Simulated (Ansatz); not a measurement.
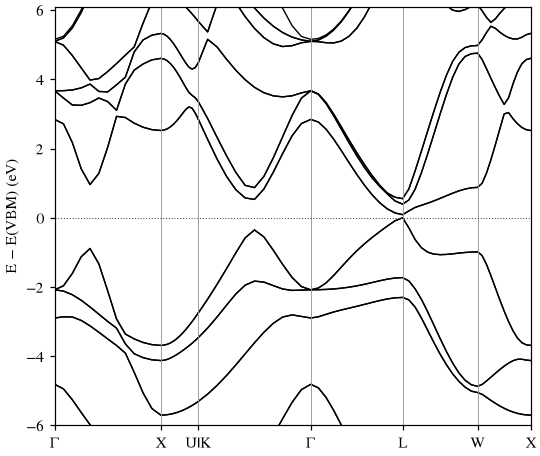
*Band structure from DFT-r²SCAN with spin–orbit coupling in the program Ansatz with PAW potentials*

### Question
Read off the gap and where the band edges lie.

### Answer
About 0.1 eV (0.09 eV by a search for the band edges); maximum at L, minimum at L.

The material is SnTe (rock salt, Fm-3m).

Symmetry was held in the r²SCAN relaxation. At this level the phase is dynamically unstable (imaginary phonons).

Potentials: the earlier of the program's two PAW sets.
